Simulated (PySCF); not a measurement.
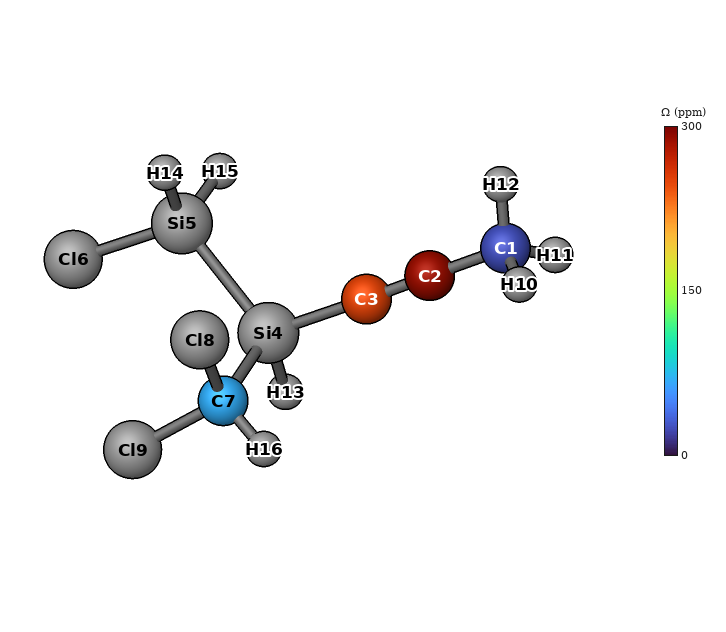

The C atoms are coloured by the span of their shielding tensor. The geometry was computed by an optimisation with GFN2-xTB. No frequency run is at hand to confirm it as a minimum. Properties computed with GIAO PBE0/pcSseg-1 NMR shielding, non-relativistic, gas phase (PySCF 2.14.0). Principal shieldings σ11 ≤ σ22 ≤ σ33, span Ω = σ33 − σ11, skew κ = 3(σiso − σ22)/Ω.

> Which C atom has the most anisotropic shielding?

C2, with a span of 288 ppm.

Give the shielding tensors of the C atoms.

| atom | σ11 | σ22 | σ33 | σiso | Ω | κ |
| --- | --- | --- | --- | --- | --- | --- |
| C1 | 172.0 | 172.2 | 198.4 | 180.9 | 26.4 | 0.98 |
| C2 | −29.3 | −26.5 | 258.4 | 67.5 | 287.7 | 0.98 |
| C3 | 20.7 | 31.8 | 270.7 | 107.8 | 250.0 | 0.91 |
| C7 | 68.1 | 129.6 | 136.5 | 111.4 | 68.4 | −0.80 |

Shieldings and span in ppm.

The geometry is semi-empirical. Around Si such bond lengths and angles can be off by a tenth of an ångström or more and by several degrees, and values that hang on the shape move with them.
